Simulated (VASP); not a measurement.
Band structure of Ni (fcc). Computed with r2SCAN meta-GGA with spin-orbit coupling, VASP's PBE PAW potentials (set 64) (plane waves; VASP).

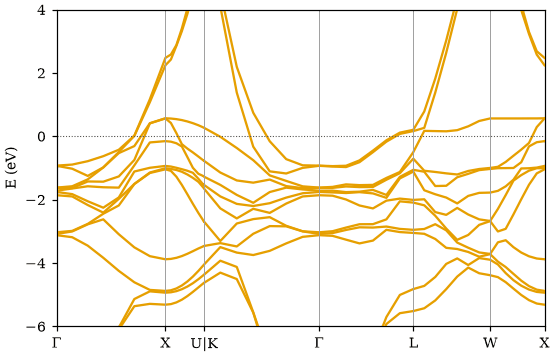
Figure. Bands along high-symmetry lines, zero at the valence-band maximum or, without a gap, the Fermi level

### Question
Read the plot: is there a gap, and where are the band edges?

### Answer
It has no gap at this level: it comes out as a metal or semimetal.

The compound is Ni in the fcc structure. It was relaxed first.
